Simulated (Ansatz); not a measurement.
**Alloy of Ga2O3 and Al2O3 (9 of 48 Ga sites exchanged), 120 atoms**

Wanted: the relaxed alloy cell and its gap (PBEsol).

Program: Ansatz 0.2.0, PAW, plane waves. These are calculated values, not measurements.

## Step 1: The system as built

120 atoms (39 Ga, 9 Al, 72 O); a = 12.189 Å, b = 9.069 Å, c = 11.554 Å, α = 90.00°, β = 103.78°, γ = 90.00°. All atoms were shaken off their sites by about 0.02 Å along each axis; atoms next to an added one may be pushed further to make room.

The runs, in order: (2) PBEsol cell relaxation at the single k point (¼, ¼, ¼), on 1 × NVIDIA H100 80GB HBM3 with 4 threads of AMD EPYC 7R13.

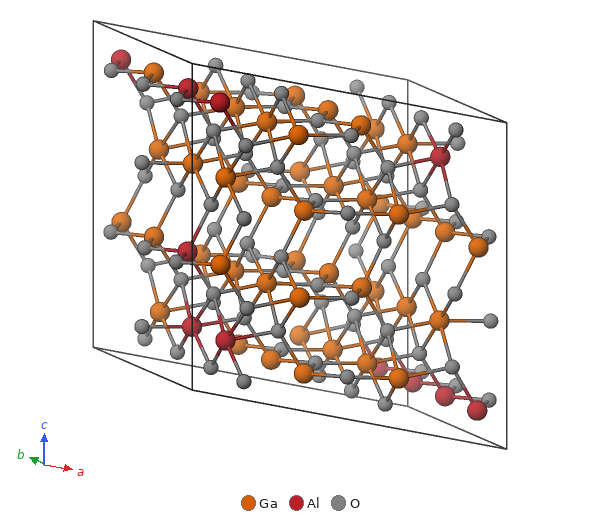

The starting cell, seen slightly off an axis (gallium orange, aluminium red, oxygen grey). Atoms on faces are repeated.

## Step 2: Relaxing cell and atoms with PBEsol

The input, in.yaml:

```yaml
crystal:
  lattice:
    - [12.189133, 0.000000, -0.004971]
    - [0.000000, 9.068750, 0.000000]
    - [-2.748523, 0.000000, 11.222629]
  atoms:
    - { symbol: Ga, position: [0.408018, 0.167818, 0.102754] }
    - { symbol: Ga, position: [0.408287, 0.164775, 0.601940] }
    - { symbol: Ga, position: [0.408183, 0.499695, 0.101750] }
    - { symbol: Ga, position: [0.409750, 0.499241, 0.600304] }
    - { symbol: Ga, position: [0.408447, 0.834373, 0.103492] }
    - { symbol: Ga, position: [0.409249, 0.832303, 0.600491] }
    - { symbol: Ga, position: [0.158801, 0.167407, 0.658020] }
    - { symbol: Ga, position: [0.159530, 0.500832, 0.656975] }
    - { symbol: Ga, position: [0.158618, 0.830282, 0.158901] }
    - { symbol: Ga, position: [0.156102, 0.832764, 0.655774] }
    - { symbol: Ga, position: [0.090148, 0.001303, 0.399644] }
    - { symbol: Ga, position: [0.088449, 0.667754, 0.397875] }
    - { symbol: Ga, position: [0.089963, 0.674990, 0.899787] }
    - { symbol: Ga, position: [0.910284, 0.999347, 0.602108] }
    - { symbol: Ga, position: [0.909234, 0.333798, 0.604853] }
    - { symbol: Ga, position: [0.910008, 0.665692, 0.603604] }
    - { symbol: Ga, position: [0.657399, 0.002513, 0.154567] }
    - { symbol: Ga, position: [0.656099, 0.996609, 0.657229] }
    - { symbol: Ga, position: [0.660883, 0.333210, 0.157469] }
    - { symbol: Ga, position: [0.660673, 0.333359, 0.659688] }
    - { symbol: Ga, position: [0.656825, 0.668488, 0.154728] }
    - { symbol: Ga, position: [0.659452, 0.666287, 0.657080] }
    - { symbol: Ga, position: [0.341994, 0.001342, 0.345031] }
    - { symbol: Ga, position: [0.338946, 0.002954, 0.842238] }
    - { symbol: Ga, position: [0.341214, 0.332110, 0.346233] }
    - { symbol: Ga, position: [0.340599, 0.328180, 0.840251] }
    - { symbol: Ga, position: [0.342495, 0.664890, 0.340136] }
    - { symbol: Ga, position: [0.344818, 0.665138, 0.842111] }
    - { symbol: Ga, position: [0.591565, 0.166528, 0.399067] }
    - { symbol: Ga, position: [0.589540, 0.167844, 0.895406] }
    - { symbol: Ga, position: [0.591224, 0.496951, 0.399649] }
    - { symbol: Ga, position: [0.590493, 0.502751, 0.897785] }
    - { symbol: Ga, position: [0.590120, 0.830967, 0.393851] }
    - { symbol: Ga, position: [0.588675, 0.832306, 0.898761] }
    - { symbol: Ga, position: [0.838490, 0.166633, 0.342865] }
    - { symbol: Ga, position: [0.839602, 0.501498, 0.340789] }
    - { symbol: Ga, position: [0.840858, 0.497819, 0.840805] }
    - { symbol: Ga, position: [0.841405, 0.834027, 0.345285] }
    - { symbol: Ga, position: [0.841707, 0.832357, 0.842667] }
    - { symbol: Al, position: [0.158077, 0.166917, 0.158963] }
    - { symbol: Al, position: [0.157198, 0.502554, 0.156804] }
    - { symbol: Al, position: [0.088034, 0.999203, 0.896857] }
    - { symbol: Al, position: [0.089101, 0.331532, 0.396789] }
    - { symbol: Al, position: [0.091847, 0.332471, 0.897306] }
    - { symbol: Al, position: [0.906553, 0.000546, 0.101347] }
    - { symbol: Al, position: [0.910519, 0.338231, 0.101753] }
    - { symbol: Al, position: [0.911446, 0.667232, 0.101220] }
    - { symbol: Al, position: [0.841721, 0.167923, 0.844676] }
    - { symbol: O, position: [0.335779, 0.168725, 0.446113] }
    - { symbol: O, position: [0.336228, 0.167190, 0.947655] }
    - { symbol: O, position: [0.333399, 0.503679, 0.443058] }
    - { symbol: O, position: [0.334140, 0.498090, 0.942691] }
    - { symbol: O, position: [0.333064, 0.834290, 0.442687] }
    - { symbol: O, position: [0.336462, 0.832388, 0.946391] }
    - { symbol: O, position: [0.327421, 0.170304, 0.217800] }
    - { symbol: O, position: [0.323717, 0.166586, 0.719444] }
    - { symbol: O, position: [0.322339, 0.499748, 0.214219] }
    - { symbol: O, position: [0.326406, 0.498357, 0.718281] }
    - { symbol: O, position: [0.327597, 0.828316, 0.219185] }
    - { symbol: O, position: [0.330505, 0.834942, 0.720851] }
    - { symbol: O, position: [0.002555, 0.169452, 0.370708] }
    - { symbol: O, position: [0.004599, 0.165149, 0.869514] }
    - { symbol: O, position: [0.005434, 0.496999, 0.371660] }
    - { symbol: O, position: [0.001257, 0.498974, 0.871878] }
    - { symbol: O, position: [0.003464, 0.832715, 0.375207] }
    - { symbol: O, position: [0.004717, 0.832388, 0.870624] }
    - { symbol: O, position: [0.164411, 0.000842, 0.055535] }
    - { symbol: O, position: [0.164353, 0.998291, 0.554757] }
    - { symbol: O, position: [0.163699, 0.332299, 0.055305] }
    - { symbol: O, position: [0.164567, 0.331696, 0.554709] }
    - { symbol: O, position: [0.162648, 0.667176, 0.057974] }
    - { symbol: O, position: [0.163742, 0.665434, 0.555499] }
    - { symbol: O, position: [0.834849, 0.998760, 0.445803] }
    - { symbol: O, position: [0.838348, 0.999481, 0.948400] }
    - { symbol: O, position: [0.839022, 0.335911, 0.446843] }
    - { symbol: O, position: [0.834078, 0.335368, 0.941052] }
    - { symbol: O, position: [0.833298, 0.665609, 0.441914] }
    - { symbol: O, position: [0.836160, 0.668083, 0.944546] }
    - { symbol: O, position: [0.174723, 0.001566, 0.281604] }
    - { symbol: O, position: [0.169242, 0.996039, 0.779783] }
    - { symbol: O, position: [0.171774, 0.331954, 0.282173] }
    - { symbol: O, position: [0.172816, 0.334820, 0.780816] }
    - { symbol: O, position: [0.174759, 0.666999, 0.281841] }
    - { symbol: O, position: [0.174486, 0.665800, 0.783641] }
    - { symbol: O, position: [0.827069, 0.000277, 0.220115] }
    - { symbol: O, position: [0.826554, 0.003192, 0.717359] }
    - { symbol: O, position: [0.827145, 0.331490, 0.218223] }
    - { symbol: O, position: [0.829972, 0.329796, 0.719399] }
    - { symbol: O, position: [0.826097, 0.663549, 0.217909] }
    - { symbol: O, position: [0.828936, 0.668321, 0.718744] }
    - { symbol: O, position: [0.495426, 0.007238, 0.128723] }
    - { symbol: O, position: [0.495019, 0.001222, 0.631103] }
    - { symbol: O, position: [0.497491, 0.336012, 0.129185] }
    - { symbol: O, position: [0.496483, 0.331759, 0.626792] }
    - { symbol: O, position: [0.494677, 0.669353, 0.125805] }
    - { symbol: O, position: [0.498906, 0.667045, 0.629211] }
    - { symbol: O, position: [0.508138, 0.002052, 0.373366] }
    - { symbol: O, position: [0.505884, 0.000535, 0.871144] }
    - { symbol: O, position: [0.505392, 0.335262, 0.369394] }
    - { symbol: O, position: [0.504163, 0.331016, 0.873834] }
    - { symbol: O, position: [0.502617, 0.667557, 0.369512] }
    - { symbol: O, position: [0.504316, 0.664238, 0.872824] }
    - { symbol: O, position: [0.665123, 0.163682, 0.056203] }
    - { symbol: O, position: [0.662798, 0.167794, 0.554466] }
    - { symbol: O, position: [0.664222, 0.499553, 0.052491] }
    - { symbol: O, position: [0.667757, 0.500872, 0.554884] }
    - { symbol: O, position: [0.665876, 0.834437, 0.055655] }
    - { symbol: O, position: [0.664531, 0.838001, 0.554322] }
    - { symbol: O, position: [0.674712, 0.170975, 0.281393] }
    - { symbol: O, position: [0.675198, 0.168287, 0.781340] }
    - { symbol: O, position: [0.673496, 0.500330, 0.282286] }
    - { symbol: O, position: [0.671381, 0.498868, 0.780953] }
    - { symbol: O, position: [0.674204, 0.835158, 0.282542] }
    - { symbol: O, position: [0.671515, 0.832552, 0.781902] }
    - { symbol: O, position: [0.996496, 0.167051, 0.127735] }
    - { symbol: O, position: [0.995497, 0.165883, 0.627917] }
    - { symbol: O, position: [0.996869, 0.499081, 0.128425] }
    - { symbol: O, position: [0.997001, 0.497859, 0.631097] }
    - { symbol: O, position: [0.993730, 0.836491, 0.126448] }
    - { symbol: O, position: [0.995052, 0.834543, 0.627720] }
  symmetry: { detect: false }
kpoints:
  mp_grid: { grid: [1, 1, 1], shift: [0.25, 0.25, 0.25] }
hamiltonian:
  xc: pbesol
scf:
  occupations: { method: fermi_dirac, width: 0.01 }
relax:
  f_tol: 0.03
  max_steps: 80
  escape_saddle: false
  adjacent_minimum: "off"
  cell: { fix: [alpha, beta, gamma] }
output:
  forces: true
  eigenvalues: true
  populations: true
  write_density: true
  write_potential: true
  elf: true
  volumetric_format: npy
```

Started as:

```bash
$ ansatz run in.yaml --threads 4 --pin off --max-ram 42750MiB --runs-dir r --events-out ev --progress --plain --backend cuda --devices 0, --max-vram 37GiB
```

Output (excerpt; [...] marks lines left out):

```text
Pseudopotentials: kind: paw
Functional definition: PBEsol
[...]
Crystal: 120 atoms, lattice volume = 1240.428 Å³
Basis set: ecut = 420 eV, 24271 PW (Γ), exchange–correlation on 180×128×160 points (8 copies of the dense FFT grid, shifted against one another)
Bands: 603, of which v1, the nominal top of the filled ones, is band 483 counted from 1 (482 counted from 0)
Symmetry: 1 space group operations
k-points: 1
[...]
--- Forces (eV/Å), atoms counted from 1 ---
  atom   1  Ga     0.00033322    -0.00004056    -0.00133826
  atom   2  Ga    -0.00088140    -0.00022714     0.00141243
[... 6 atoms left out ...]
  atom   9  Ga    -0.00100674     0.00079984    -0.00333576
[... 8 atoms left out ...]
  atom  18  Ga    -0.00079934     0.00037365     0.00349873
  atom  19  Ga    -0.00064140     0.00040366    -0.00306502
[... 2 atoms left out ...]
  atom  22  Ga    -0.00071486    -0.00019821     0.00355571
[... 4 atoms left out ...]
  atom  27  Ga    -0.00162070     0.00005977    -0.00269374
[... 7 atoms left out ...]
  atom  35  Ga     0.00182032     0.00008725    -0.00250675
[... 7 atoms left out ...]
[...]
[... 4 atoms left out ...]
[...]
[... 72 atoms left out ...]
[...]
--- Stress (GPa, compression-positive) ---
        0.007280      -0.012090       0.054596
       -0.012090       0.001595      -0.014463
        0.054594      -0.014464       0.029300
  P = ⅓ Tr σ = 0.0127 GPa (0.127 kbar)
--- Band table (eV) ---
[...]
--- Relaxed structure (5 steps of the walk, 5 accepted, 1 SCFs on fresh bases) ---
  F+E_penalty+E_count = -191158.63486566 eV   max|allowed force component| = 3.555e-3 eV/Å   (the final SCF, on the basis selected at the relaxed cell)
  cell:  # Å, volume = 1242.2587 Å³
    - [12.19821351186101, -2.1508749634029206e-112, -0.00387496021617729]
    - [-1.6005057164267765e-112, 9.075287395717774, -6.094790637750416e-113]
    - [-2.749561485506409, -2.6915844441451795e-113, 11.222490171289245]
  atoms:
    - { symbol: Ga, position: [0.40833481177815745, 0.1672430858482263, 0.10296736549267185] }
    - { symbol: Ga, position: [0.4084985090891903, 0.1668339612382581, 0.6017551120358225] }
[... 118 atoms left out ...]
--- Löwdin populations: 120 sites ---
  site symbol       q [e]
     0     Ga     11.9812
     1     Ga     11.9799
[... 118 atoms left out ...]
  spilling = 0.003694 (of n_electrons = 966.000000)
```

Wall time 14 s (1 × NVIDIA H100 80GB HBM3 with 4 threads of AMD EPYC 7R13, shared host); peak host memory 1.7 GiB.

Step by step (solves on a freshly chosen basis count as rows, and their energies jump a little):

| accepted step | energy change (eV) | largest force component (eV/Å) | SCF cycles | pressure (GPa) |
| --- | --- | --- | --- | --- |
| 1 | 0.000 | 2.462 | 9 | 0.94 |
| 2 | -1.448 | 1.370 | 7 | 0.04 |
| 3 | -2.105 | 0.097 | 7 | -0.11 |
| 4 | -2.115 | 0.032 | 7 | 0.00 |
| 5 | -2.116 | 0.004 | 6 | 0.00 |
| 6 | -2.123 | 0.004 | 6 | 0.01 |

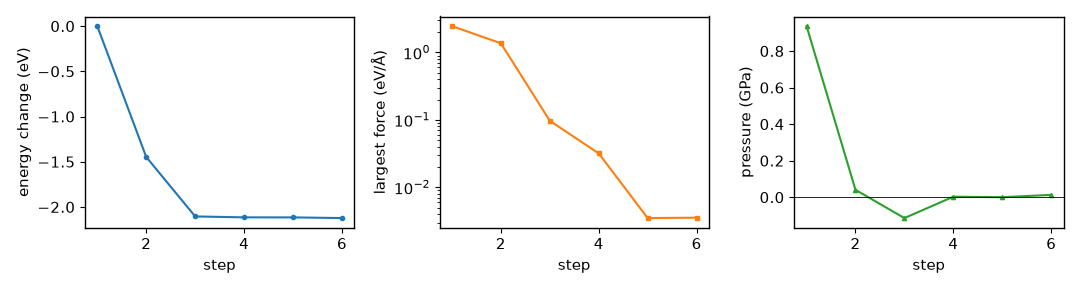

Energy, largest force component and pressure along the relaxation.

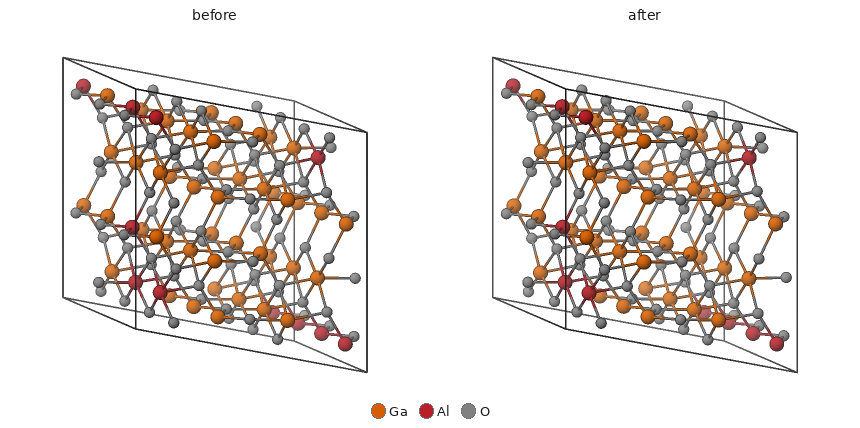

Before and after, at one scale.

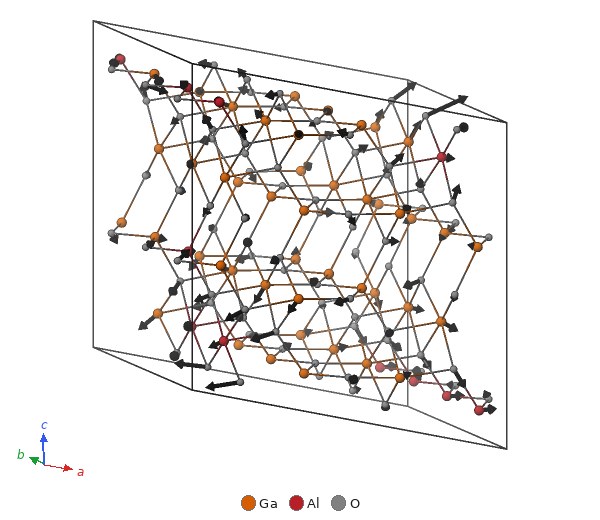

The relaxed cell; black arrows show the larger shifts of the atoms, drawn 10 times longer.

|  | before | after | change |
| --- | --- | --- | --- |
| a (Å) | 12.189 | 12.198 | +0.07 % |
| b (Å) | 9.069 | 9.075 | +0.07 % |
| c (Å) | 11.554 | 11.554 | +0.00 % |
| volume (Å³/atom) | 10.337 | 10.352 | +0.15 % |

Bond lengths by pair after relaxation (within a distance cut, which drops stretched bonds):

```
pair  count  mean (Å)  spread (Å)  least   most
Al–O     42     1.855       0.090  1.766  2.045
Ga–O    198     1.943       0.088  1.829  2.119
```

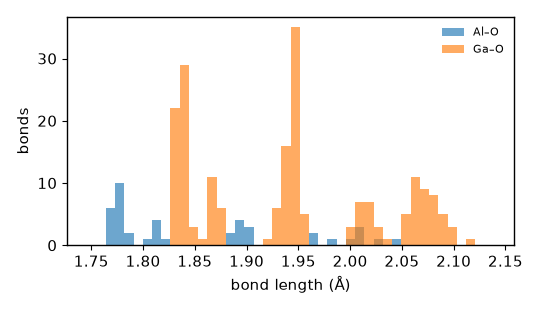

Spread of the bond lengths.

Spacing of the frontier levels at the single k point (¼, ¼, ¼): 3.39 eV (7.685 to 11.079 eV). This point lies off Γ, so the spacing can exceed the gap by much.

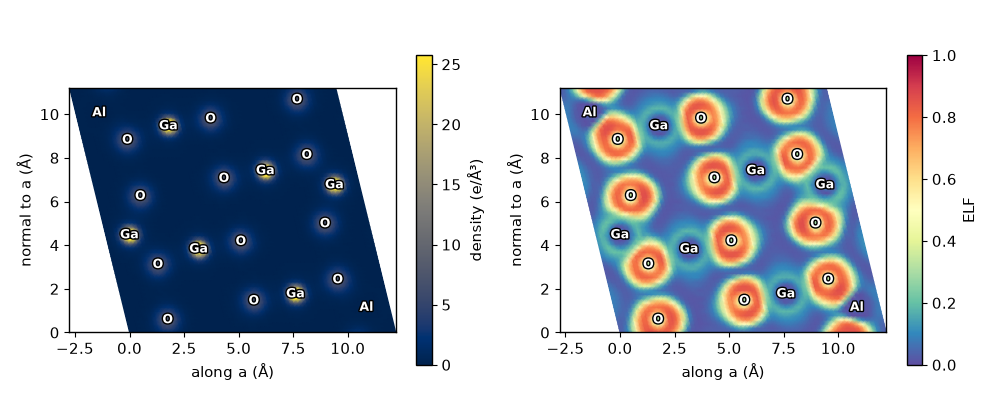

Density (left) and ELF (right) in a lattice plane of the grid's cell (edges 12.20 and 11.55 Å, at 0.000 of the third edge), which holds Ga and Al and O. Only atoms in the plane are labelled; the density scale stops at 25.75 e/Å³. Both are smooth fields of the valence electrons: close to the nuclei they are not physical.

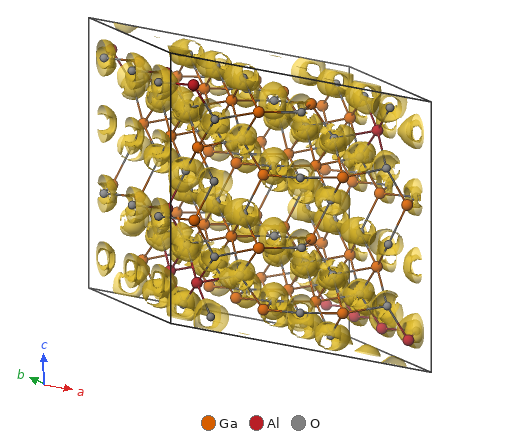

Surface of ELF = 0.81, drawn in one cell.

The highest ELF values outside the cores: 0.87 on the O–Al line, 0.7 Å from O; 0.87 beside O, off the lines to its neighbours, 0.6 Å from O; 0.87 in the shell around O, 0.6 Å from O.

## Step 3: Results

```
             level        time  top filled to lowest empty (eV)
PBEsol, relaxation  14 s (GPU)                             3.39
```

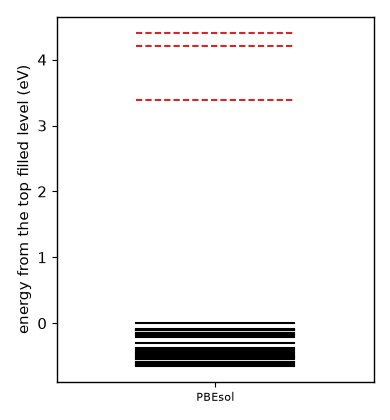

Levels near the gap by PBEsol: filled black, empty red and dashed.

```
     quantity                                                                         value
   relaxation                                              6 recorded steps, 2.12 eV gained
largest shift                                                                  0.17 Å (O76)
 relaxed cell  a = 12.198 Å, b = 9.075 Å, c = 11.554 Å, α = 90.00°, β = 103.78°, γ = 90.00°
   mean bonds                                                      Al–O 1.855, Ga–O 1.943 Å
```

**What this shows.** Relaxation gains 2.12 eV, with shifts up to 0.17 Å (O76), while the volume changes by +0.1 %. Part of this undoes the random shake of the start. The mean lengths of the listed bonds run from Al–O 1.86 Å to Ga–O 1.94 Å. With one k point the spacing samples only the states that fold onto it, so it can exceed the gap over the zone.
